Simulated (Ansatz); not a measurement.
# Relaxation of Sb2CSe2

Wanted: the geometry at rest of Sb2CSe2 (a known structure type filled with other elements, at an estimated volume), relaxing cell and atoms, and its electronic structure there.

Computed, not measured: Ansatz 0.2.0, DFT, r2SCAN, no spin polarisation, plane waves, PAW.

## 1. The cell

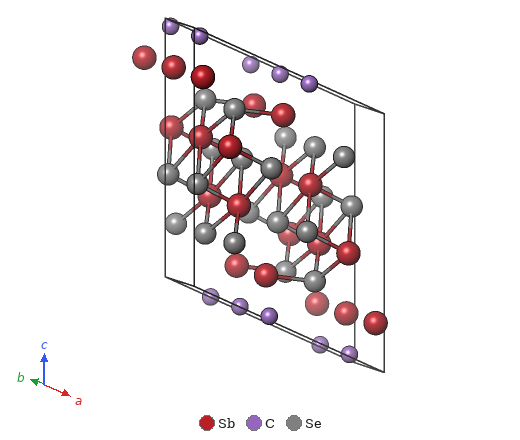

Viewed slightly off an axis; antimony red, carbon purple, selenium grey. 1×2×1 cells are drawn. The cell drawn here is the conventional one.

Symmetry: C2/m, No. 12, monoclinic system. Conventional cell: a = 10.653 Å, b = 3.923 Å, c = 12.377 Å, α = 90.00°, β = 115.25°, γ = 90.00°. Sb (site symmetry m) has 1 Se at 2.50 Å and 2 C at 2.66 Å as nearest neighbours. Around Sb (site symmetry m) lie 5 Se at 2.38 to 2.92 Å. C (site symmetry m) is surrounded by 1 C at 2.44 Å and 2 Sb at 2.66 Å. Se (site symmetry m) has 3 Sb at 2.50 to 2.67 Å as nearest neighbours. Around Se (site symmetry m) lie 3 Sb at 2.38 to 2.92 Å.

Its coordinates follow in the input file.

It starts from an earlier solution of the starting cell (checkpoint.read).

## 2. The relaxation

The input, input.yaml:

```yaml
crystal:
  lattice:
    - [0.0, 3.923331, 0.0]
    - [5.326573, -1.961665, 0.0]
    - [-0.046735, 1.961665, -11.194862]
  atoms:
    - { symbol: Sb, position: [0.9548, 0.7341, 0.8245] }
    - { symbol: Sb, position: [0.0452, 0.2659, 0.1755] }
    - { symbol: Sb, position: [0.8119, 0.2259, 0.6021] }
    - { symbol: Sb, position: [0.1881, 0.7741, 0.3979] }
    - { symbol: C, position: [0.3942, 0.7728, 0.9844] }
    - { symbol: C, position: [0.6058, 0.2272, 0.0156] }
    - { symbol: Se, position: [0.2114, 0.1852, 0.7624] }
    - { symbol: Se, position: [0.7886, 0.8148, 0.2376] }
    - { symbol: Se, position: [0.5937, 0.779, 0.5916] }
    - { symbol: Se, position: [0.4063, 0.221, 0.4084] }
  symmetry: { tolerance: 0.0003 }
kpoints:
  mp_grid: { grid: [5, 5, 5], shift: [0, 0, 0] }
magnetization:
  spin_polarized: false
scf:
  occupations: { method: fermi_dirac }
  lower_state_search: "off"
hamiltonian:
  pseudopotentials: { kind: paw }
  xc: r2scan
basis:
  ecutwfc: 500
  fft_grid_basis: typed
relax:
  max_steps: 60
  cell: { p_target: 0.0 }
  f_tol: 0.03
output:
  forces: true
  stress: true
  eigenvalues: true
  populations: true
  elf: true
  write_potential: true
  volumetric_format: npy
  dos:
    e_range: [-12, 8]
    de: 0.05
    projected: { site_lists: { C: [C], Sb: [Sb], Se: [Se] } }
  bader: false
checkpoint:
  read: saved_state
```

Started as:

```sh
> ansatz run input.yaml --threads 2 --pin off --max-ram 3584MiB --backend cpu --events-out ev --progress --plain --runs-dir out
```

The program printed (excerpt; [...] marks lines left out):

```text
Warning: RAYON_NUM_THREADS=2 ignored (pool sized by the plan → 2); use --threads N
[...]
Pseudopotentials: kind: paw
Pseudopotential: Sb, paw, valence charge 15, recommended cutoff 500 eV (meta_gga), Sb.paw.azcp
Pseudopotential: C, paw, valence charge 4, recommended cutoff 500 eV (meta_gga), C.paw.azcp
Pseudopotential: Se, paw, valence charge 16, recommended cutoff 500 eV (meta_gga), Se.paw.azcp
Functional definition: r2SCAN
[...]
Crystal: 10 atoms, lattice volume = 233.949 Å³
Basis set: ecut = 500 eV, 5979 PW (Γ), exchange–correlation on 120×180×360 points (64 copies of the dense FFT grid, shifted against one another)
Bands: 80, of which v1, the nominal top of the filled ones, is band 66 counted from 1 (65 counted from 0)
Symmetry: 4 space group operations
Space group: C2/m (ITA 12), of the structure as read, at distance tolerance 1.8e-3 Å
k-points: 39 of 125
[...]
SCF iter   1: F=-48401.552053 eV  HF=-48401.566314 eV  |F-HF|=1.43e-2  |Δ(HF+E_count)|=         —  Δρ=1.09e-3  dr2=1.93e-2  dr2_τ=7.96e-4  ethr=1.81e-5  ⟨swp⟩=2.4  Hψ=16728  notcnv=0
[...]
relax step   1: F+E_penalty+E_count = -48401.56887785 eV  Δ(F+E_penalty+E_count) = +0.000e0 eV  max|allowed force component| = 3.022e0 eV/Å  Δτ_max = 0.0000 Å  P = +3.721 GPa  Ω = 233.949 Å³  (7 SCF iters, dr2 threshold 1.00e-7 eV, accepted)
[...]
relax step   3: F+E_penalty+E_count = -48406.16996380 eV  Δ(F+E_penalty+E_count) = -1.943e0 eV  max|allowed force component| = 4.177e0 eV/Å  Δτ_max = 0.1929 Å  P = -1.970 GPa  Ω = 234.858 Å³  energy of the carried Pulay correction = -5.234e-5 eV  (10 SCF iters, dr2 threshold 1.00e-6 eV, accepted)
[...]
relax step   5: F+E_penalty+E_count = -48408.50430899 eV  Δ(F+E_penalty+E_count) = -5.417e-2 eV  max|allowed force component| = 1.085e1 eV/Å  Δτ_max = 0.1985 Å  P = +4.853 GPa  Ω = 232.729 Å³  energy of the carried Pulay correction = +7.064e-5 eV  (8 SCF iters, dr2 threshold 1.00e-6 eV, accepted)
[...]
relax step   7: F+E_penalty+E_count = -48409.91594502 eV  Δ(F+E_penalty+E_count) = -5.142e-1 eV  max|allowed force component| = 1.854e0 eV/Å  Δτ_max = 0.2000 Å  P = +0.109 GPa  Ω = 247.896 Å³  energy of the carried Pulay correction = -7.819e-4 eV  (8 SCF iters, dr2 threshold 1.00e-6 eV, accepted)
[...]
relax step   9: F+E_penalty+E_count = -48410.27209626 eV  Δ(F+E_penalty+E_count) = -1.194e-1 eV  max|allowed force component| = 1.658e-1 eV/Å  Δτ_max = 0.2000 Å  P = +0.023 GPa  Ω = 261.237 Å³  energy of the carried Pulay correction = -1.489e-3 eV  (9 SCF iters, dr2 threshold 1.00e-6 eV, accepted)
relax step  10: F+E_penalty+E_count = -48410.30382494 eV  Δ(F+E_penalty+E_count) = -3.173e-2 eV  max|allowed force component| = 2.582e-1 eV/Å  Δτ_max = 0.1660 Å  P = -0.193 GPa  Ω = 264.028 Å³  energy of the carried Pulay correction = -1.632e-3 eV  (9 SCF iters, dr2 threshold 1.00e-6 eV, accepted)
relax step  11: F+E_penalty+E_count = -48409.99746129 eV  Δ(F+E_penalty+E_count) = +3.064e-1 eV  max|allowed force component| = 4.154e0 eV/Å  Δτ_max = 0.0991 Å  P = -1.600 GPa  Ω = 266.885 Å³  energy of the carried Pulay correction = -1.777e-3 eV  (9 SCF iters, dr2 threshold 1.00e-6 eV, [...]
```

## 3. The output, continued

Output, continued:

```text
relax step  12: F+E_penalty+E_count = -48410.32261151 eV  Δ(F+E_penalty+E_count) = -1.879e-2 eV  max|allowed force component| = 5.712e-2 eV/Å  Δτ_max = 0.0384 Å  P = -0.026 GPa  Ω = 261.426 Å³  energy of the carried Pulay correction = -1.499e-3 eV  (12 SCF iters, accepted)
relax step  13: F+E_penalty+E_count = -48410.32475592 eV  Δ(F+E_penalty+E_count) = -2.144e-3 eV  max|allowed force component| = 4.770e-2 eV/Å  Δτ_max = 0.0103 Å  P = -0.016 GPa  Ω = 261.039 Å³  energy of the carried Pulay correction = -1.479e-3 eV  (7 SCF iters, dr2 threshold 2.04e-7 eV, accepted)
relax step  14: F+E_penalty+E_count = -48410.32756817 eV  Δ(F+E_penalty+E_count) = -2.812e-3 eV  max|allowed force component| = 2.328e-2 eV/Å  Δτ_max = 0.0236 Å  P = +0.045 GPa  Ω = 259.776 Å³  energy of the carried Pulay correction = -1.413e-3 eV  (7 SCF iters, dr2 threshold 1.42e-7 eV, accepted)
relax step  15: F+E_penalty+E_count = -48410.32759877 eV  Δ(F+E_penalty+E_count) = -3.060e-5 eV  max|allowed force component| = 1.812e-2 eV/Å  Δτ_max = 0.0109 Å  P = -0.039 GPa  Ω = 259.836 Å³  energy of the carried Pulay correction = -1.416e-3 eV  (7 SCF iters, dr2 threshold 2.03e-8 eV, accepted)
relax step  16: F+E_penalty+E_count = -48410.32788633 eV  Δ(F+E_penalty+E_count) = -2.876e-4 eV  max|allowed force component| = 6.763e-3 eV/Å  Δτ_max = 0.0046 Å  P = +0.018 GPa  Ω = 259.475 Å³  energy of the carried Pulay correction = -1.398e-3 eV  (7 SCF iters, dr2 threshold 1.54e-8 eV, accepted)
relax step  17: F+E_penalty+E_count = -48410.34012140 eV  Δ(F+E_penalty+E_count) = -1.224e-2 eV  max|allowed force component| = 6.730e-3 eV/Å  Δτ_max = 0.0000 Å  P = +0.075 GPa  Ω = 259.475 Å³  stress off target by 1.67e-1 GPa  SCF on the basis re-selected at this cell (its energy is not comparable with the rows above)  (8 SCF iters)
relax step  18: F+E_penalty+E_count = -48410.34099403 eV  Δ(F+E_penalty+E_count) = -8.726e-4 eV  max|allowed force component| = 1.511e-2 eV/Å  Δτ_max = 0.0139 Å  P = -0.026 GPa  Ω = 260.281 Å³  energy of the carried Pulay correction = -4.117e-5 eV  (8 SCF iters, dr2 threshold 7.01e-8 eV, accepted)
relax step  19: F+E_penalty+E_count = -48410.34065758 eV  Δ(F+E_penalty+E_count) = +3.364e-4 eV  max|allowed force component| = 5.965e-2 eV/Å  Δτ_max = 0.0068 Å  P = +0.005 GPa  Ω = 260.128 Å³  energy of the carried Pulay correction = -2.733e-5 eV  (8 SCF iters, dr2 threshold 9.20e-9 eV, rejected (line search))
relax step  20: F+E_penalty+E_count = -48410.34113014 eV  Δ(F+E_penalty+E_count) = -1.361e-4 eV  max|allowed force component| = 4.790e-3 eV/Å  Δτ_max = 0.0035 Å  P = +0.003 GPa  Ω = 260.257 Å³  energy of the carried Pulay correction = -3.718e-5 eV  (9 SCF iters, accepted)
iter 1 solved again at ethr=3.85e-7 eV; its pass at ethr=3.10e-3 eV (dr2=5.09e-4 eV) is discarded
SCF iter   1: F=-48410.341131 eV  HF=-48410.341101 eV  |F-HF|=2.95e-5  |Δ(HF+E_count)|=         —  Δρ=2.88e-5  dr2=4.40e-8  dr2_τ=1.81e-8  ethr=3.85e-7  ⟨swp⟩=3.0  Hψ=19198  notcnv=0
eigensolver tolerance schedule: the retry pair's looser diagonalisation over-reported the residual by 11565.67 of it (diagonalisation noise at an unbounded share of the residual, at the tolerance the schedule requests for it); recorded, not acted on — ethr = c·dr2/N_el stays at c = 1.0e-1
preconditioner: auto → LDOS  [insulator: Δε(μ)=0.265 eV  Ē_g=9.701 eV  σ=0.100 eV  W_gap=0.58  n_scr=70 (ndim 8)  ℏωp=16.6 eV  f_vac=0.088  D(μ)=0.46/eV (n_scr^D=2)  ε∞_Penn≈3.9  β→1.0]
SCF iter   2: F=-48410.341171 eV  HF=-48410.341171 eV  |F-HF|=9.24e-9  |Δ(HF+E_count)|=   6.98e-5  Δρ=1.76e-6  dr2=1.21e-8  dr2_τ=6.03e-10  ethr=3.33e-11  ⟨swp⟩=3.8  Hψ=8276  notcnv=0
SCF iter   3: F=-48410.341171 eV  HF=-48410.341171 eV  |F-HF|=8.20e-9  |Δ(HF+E_count)|=   2.28e-9  Δρ=1.21e-6  dr2=1.18e-8  dr2_τ=2.35e-10  ethr=9.15e-12  ⟨swp⟩=2.0  Hψ=5069  notcnv=0
SCF iter   4: F=-48410.341171 eV  HF=-48410.341171 eV  |F-HF|=6.55e-10  |Δ(HF+E_count)|=  7.79e-10  Δρ=3.52e-7  dr2=8.24e-10  dr2_τ=1.14e-11  ethr=8.96e-12  ⟨swp⟩=2.0  Hψ=3724  notcnv=0
SCF iter   5: F=-48410.341171 eV  HF=-48410.341171 eV  |F-HF|=2.40e-10  |Δ(HF+E_count)|=  1.75e-10  Δρ=1.44e-7  dr2=2.71e-10  dr2_τ=2.78e-12  ethr=1.00e-12  ⟨swp⟩=2.0  Hψ=3773  notcnv=0
SCF iter   6: F=-48410.341171 eV  HF=-48410.341171 eV  |F-HF|=7.28e-12  |Δ(HF+E_count)|=  3.64e-11  Δρ=3.98e-8  dr2=7.58e-12  dr2_τ=2.80e-13  ethr=1.00e-12  ⟨swp⟩=9.3  Hψ=14789  notcnv=0
SCF 21 converged in 6 iterations: F = -48410.341171 eV  dr2 = 7.58e-12
relax step  21: F+E_penalty+E_count = -48410.34117104 eV  Δ(F+E_penalty+E_count) = -4.090e-5 eV  max|allowed force component| = 4.774e-3 eV/Å  Δτ_max = 0.0000 Å  P = +0.003 GPa  Ω = 260.257 Å³  stress off target by 1.94e-2 GPa  SCF on the basis re-selected at this cell (its energy is not comparable with the rows above)  (6 SCF iters)
basis re-selected at this cell: Δ(F+E_penalty+E_count) = -4.090e-5 eV, ΔP = -0.000 GPa vs the last step (what re-selecting the basis moved, of the pressure what is left beyond the Pulay correction that the steps carried, after the strain that the cell walked since its last selection, with what the two solves' SCF thresholds leave and, on support functions, any second-order correction that the steps lacked; it is no measure of the basis error at this ecutwfc). This SCF's stress stands 1.94e-2 GPa from its target on what of the cell is left free (relax.cell.stress_tol is 5.00e-2 GPa) and its largest allowed force component is 4.77e-3 eV/Å (relax.f_tol is 3.00e-2 eV/Å): within both
SCF converged after 6 iterations
Free energy (F): -48410.341171 eV
Harris-Foulkes:  -48410.341171 eV  (|F-HF|=7.28e-12)
Internal energy: -48410.322495 eV  (E = F + TS)
E sigma→0 (E₀):  -48410.331833 eV
Entropy (-TS):   -0.018676 eV (-1.868 meV/atom)
Fermi energy:    7.669703 eV
--- Per-component energies (eV) ---
  E_band       = -2474.866453
  E_kinetic    = 1468.347847
  E_local      = -19385.469198  (includes V_loc(G=0)·N_el)
  E_nonlocal   = -876.366987
  E_hartree    = 9214.250945
  E_xc         = -992.910387
  E_vxc        = -958.586052  (∫ρ·V_xc dr)
  E_paw        = -26305.852019  (= ΣΔE_a)
  E_vpaw       = -1206.762695  (= ΣTr[D̂ρ^β])
  E_aug_tail   = -0.000822  (compensation charges beyond the density's cutoff)
  E_vtau       = 55.469486  (kinetic-family band-sum trace: ∫τ·v_τ [+ j·A + Jᵃ·Aᵃ] dr)
  E_ewald      = -11527.237394
  E_core_change = -5.084481  (= ΣΔE_core)
  E_smearing   = -0.018676  (= −TS)
  E_closure    = 0.000000  (closes the sum)
  Σ components = -48410.341171   (vs F -48410.341171, Δ=0.00e0)
--- Forces (eV/Å), atoms counted from 1 ---
  atom   1  Sb     0.00030054    -0.00000000    -0.00394513
  atom   2  Sb    -0.00030054     0.00000000     0.00394513
  atom   3  Sb     0.00205927     0.00000000    -0.00061839
  atom   4  Sb    -0.00205927    -0.00000000     0.00061839
  atom   5  C     -0.00477413    -0.00000000    -0.00263964
  atom   6  C      0.00477413     0.00000000     0.00263964
  atom   7  Se     0.00201518     0.00000000    -0.00010979
  atom   8  Se    -0.00201518    -0.00000000     0.00010979
  atom   9  Se     0.00024219    -0.00000000    -0.00132198
  atom  10  Se    -0.00024219     0.00000000     0.00132198
  max |Σ_I F_I| component: 2.17e-19 eV/Å
--- Stress (GPa, compression-positive) ---
        0.009594       0.000000       0.014557
        0.000000       0.000878       0.000000
        0.014557       0.000000      -0.002204
  P = ⅓ Tr σ = 0.0028 GPa (0.028 kbar)
--- Band table (eV; the first three rows and the last of 39) ---
  k-point 0: bands = ["-41.0379", "-41.0379", "-41.0138", "-41.0138", "-40.9980", "-40.9980", "-40.9227", "-40.9227", "-40.9205", "-40.9205", "-40.8852", "-40.8846", "-40.8660", "-40.8657", "-40.8274", "-40.8274", "-40.7605", "-40.7601", "-40.7546", "-40.7545", "-22.8763", "-22.8756", "-22.8624", "-22.8601", "-22.8127", "-22.8126", "-22.8058", "-22.8039", "-22.8038", "-22.8036", "-22.5342", "-22.5339", "-22.4944", "-22.4934", "-22.4500", "-22.4465", "-22.3922", "-22.3896", "-22.3855", "-22.3833", "-8.1753", "-7.4609", "-6.7913", "-6.0895", "-5.4928", "-3.5360", "-2.0178", "-1.8774", "-0.3573", "1.7133", "2.2021", "2.9352", "2.9958", "3.1107", "3.4684", "4.1801", "4.8468", "4.9243", "5.5098", "5.6192", "5.7226", "6.3228", "6.4929", "6.5279", "6.6809", "6.8989", "8.3412", "9.7191", "9.8291", "10.0500", "10.0702", "10.5296", "10.7836", "11.0397", "11.5370", "11.9521", "11.9875", "12.7479", "12.8712", "13.2305"]
  k-point 1: bands = ["-41.0379", "-41.0379", "-41.0138", "-41.0138", "-40.9980", "-40.9980", "-40.9227", "-40.9227", "-40.9205", "-40.9205", "-40.8852", "-40.8846", "-40.8660", "-40.8657", "-40.8274", "-40.8274", "-40.7605", "-40.7601", "-40.7546", "-40.7545", "-22.8763", "-22.8756", "-22.8624", "-22.8601", "-22.8127", "-22.8126", "-22.8058", "-22.8039", "-22.8038", "-22.8036", "-22.5342", "-22.5339", "-22.4944", "-22.4934", "-22.4500", "-22.4465", "-22.3922", "-22.3896", "-22.3855", "-22.3833", "-8.1697", "-7.4920", "-6.7244", "-6.1404", "-5.4910", "-3.5107", "-2.1978", "-1.6645", "-0.4275", "1.6911", "2.3126", "2.7643", "2.9953", "3.1875", "3.5132", "4.3008", "4.7835", "4.9435", "5.2801", "5.6388", "5.6730", "6.3262", "6.5096", "6.5729", "6.7856", "6.9223", "8.3981", "9.5624", "9.9309", "9.9650", "10.0542", "10.6545", "10.6553", "11.0603", "11.6826", "11.7031", "12.1352", "12.6909", "12.9433", "13.3771"]
  k-point 2: bands = ["-41.0379", "-41.0379", "-41.0138", "-41.0138", "-40.9980", "-40.9980", "-40.9227", "-40.9227", "-40.9205", "-40.9205", "-40.8852", "-40.8846", "-40.8660", "-40.8657", "-40.8274", "-40.8274", "-40.7605", "-40.7601", "-40.7546", "-40.7545", "-22.8763", "-22.8756", "-22.8624", "-22.8601", "-22.8127", "-22.8126", "-22.8058", "-22.8039", "-22.8038", "-22.8036", "-22.5342", "-22.5339", "-22.4944", "-22.4934", "-22.4500", "-22.4465", "-22.3922", "-22.3896", "-22.3855", "-22.3833", "-8.1603", "-7.5370", "-6.5929", "-6.2512", "-5.4883", "-3.4675", "-2.3424", "-1.4483", "-0.5607", "1.6646", "2.5649", "2.6447", "2.9218", "2.9944", "3.8891", "4.3275", "4.6742", "4.9788", "5.1266", "5.4804", "5.5944", "6.3287", "6.5330", "6.7356", "6.8601", "6.9615", "8.4911", "9.5103", "9.7082", "9.9824", "10.0652", "10.4910", "10.9330", "11.1184", "11.3765", "11.8717", "12.1985", "12.6260", "13.0649", "13.6392"]
  k-point 38: bands = ["-41.0378", "-41.0378", "-41.0138", "-41.0138", "-40.9981", "-40.9981", "-40.9229", "-40.9229", "-40.9199", "-40.9199", "-40.8851", "-40.8844", "-40.8659", "-40.8659", "-40.8276", "-40.8275", "-40.7605", "-40.7604", "-40.7540", "-40.7539", "-22.8717", "-22.8713", "-22.8595", "-22.8593", "-22.8119", "-22.8115", "-22.8080", "-22.8073", "-22.8008", "-22.7999", "-22.5188", "-22.5187", "-22.5019", "-22.5006", "-22.4489", "-22.4457", "-22.4022", "-22.3988", "-22.3725", "-22.3700", "-7.5225", "-6.4903", "-6.0315", "-5.8361", "-5.5665", "-2.2189", "-1.9414", "-1.7951", "-1.5199", "-0.1581", "1.6720", "2.1881", "2.2823", "2.8103", "3.0712", "3.4309", "3.6430", "3.9517", "4.3940", "4.7289", "5.0134", "5.2288", "5.6243", "5.8040", "5.8972", "7.1444", "8.8319", "9.2422", "9.8608", "9.9322", "10.3558", "10.4859", "10.7833", "10.8547", "11.3042", "11.6909", "12.1034", "12.4261", "13.5600", "13.6068"]
--- Relaxed structure (19 steps of the walk, 17 accepted, 2 SCFs on fresh bases) ---
  F+E_penalty+E_count = -48410.34117104 eV   max|allowed force component| = 4.774e-3 eV/Å   (the final SCF, on the basis selected at the relaxed cell)
  cell:  # Å, volume = 260.2572 Å³
    - [-1.76042904323936e-7, 3.7508215236166174, -8.30271972871807e-8]
    - [5.80047079800248, -1.8754104741830315, 0.6949454653474898]
    - [-1.5114602925437306, 1.8754104220668382, -12.143343541829044]
  atoms:
    - { symbol: Sb, position: [1.0197054246887771, 0.8752609972382188, 0.8358501478606644] }
    - { symbol: Sb, position: [-0.01970542468877739, 0.12473900276178106, 0.1641498521393358] }
    - { symbol: Sb, position: [0.8224003162028393, 0.258339999892287, 0.6135393674866074] }
    - { symbol: Sb, position: [0.1775996837971601, 0.7416600001077129, 0.3864606325133927] }
    - { symbol: C, position: [0.5103751660260847, 0.9649014085754637, 0.9441510765232941] }
    - { symbol: C, position: [0.4896248339739152, 0.035098591424536474, 0.055848923476706024] }
    - { symbol: Se, position: [0.2483795878730255, 0.2865053440489389, 0.7897461683028879] }
    - { symbol: Se, position: [0.7516204121269743, 0.7134946559510611, 0.21025383169711212] }
    - { symbol: Se, position: [0.6150456557457742, 0.8015282817949357, 0.5714369703033876] }
    - { symbol: Se, position: [0.3849543442542258, 0.1984717182050644, 0.4285630296966126] }
--- Löwdin populations: 10 sites ---
  site symbol       q [e]
     0     Sb     14.3022
     1     Sb     14.3022
     2     Sb     14.3603
     3     Sb     14.3603
     4      C      4.4202
     5      C      4.4202
     6     Se     16.3214
     7     Se     16.3214
     8     Se     16.3869
     9     Se     16.3869
  spilling = 0.003167 (of n_electrons = 132.000000)
```

It took 21 min on 2 threads of an Arm CPU, shared host; peak memory 1.6 GiB.

The steps of the relaxation:

```
step  energy from step 1 (eV/cell)  largest force component (eV/Å)  pressure (GPa)  volume (Å³)
   1                        0.0000                          3.0216            3.72       233.95
   2                       -2.6580                          2.3144           -1.40       236.72
   3                       -4.6011                          4.1770           -1.97       234.86
   4                       -6.8813                          5.0795           -1.23       233.49
   5                       -6.9354                         10.8488            4.85       232.73
   6                       -7.8329                          3.4574           -0.34       238.64
   7                       -8.3471                          1.8542            0.11       247.90
   8                       -8.5839                          0.6143           -0.21       255.87
   9                       -8.7032                          0.1658            0.02       261.24
  10                       -8.7349                          0.2582           -0.19       264.03
 11x                       -8.4286                          4.1541           -1.60       266.88
  12                       -8.7537                          0.0571           -0.03       261.43
  13                       -8.7559                          0.0477           -0.02       261.04
  14                       -8.7587                          0.0233            0.05       259.78
  15                       -8.7587                          0.0181           -0.04       259.84
  16                       -8.7590                          0.0068            0.02       259.48
  17                       -8.7712                          0.0067            0.08       259.48
  18                       -8.7721                          0.0151           -0.03       260.28
 19x                       -8.7718                          0.0596            0.00       260.13
  20                       -8.7723                          0.0048            0.00       260.26
  21                       -8.7723                          0.0048            0.00       260.26
```

Step 1 is the start. Steps 17, 21 repeat the geometry before on a plane-wave basis chosen anew for that cell, so the energy can jump there without any move; the table keeps such jumps. 2 steps were tried and not accepted (marked x).

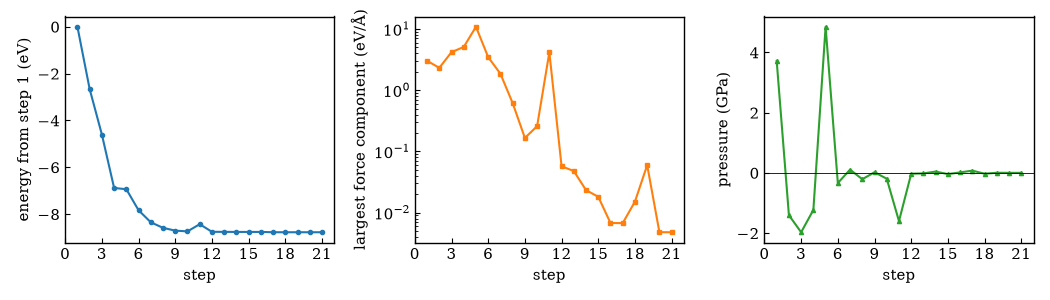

Energy, largest force and pressure along the relaxation.

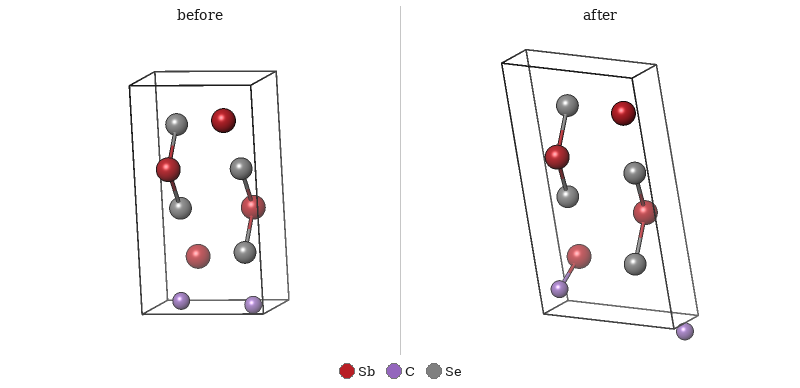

Before and after, at one scale. Each atom of the cell is drawn once.

| input's cell | before | after | change |
| --- | --- | --- | --- |
| a (Å) | 3.923 | 3.751 | -4.4 % |
| b (Å) | 5.676 | 6.136 | +8.1 % |
| c (Å) | 11.366 | 12.380 | +8.9 % |
| α (°) | 93.64 | 105.83 | +12.19° |
| β (°) | 80.06 | 81.29 | +1.23° |
| γ (°) | 110.22 | 107.80 | -2.42° |
| volume (Å³/atom) | 23.39 | 26.03 | +11.2 % |

The largest move, 1.33 Å, apart from the change of the cell, is shared by several atoms, C5 among them.

[end of part 1 of 2]
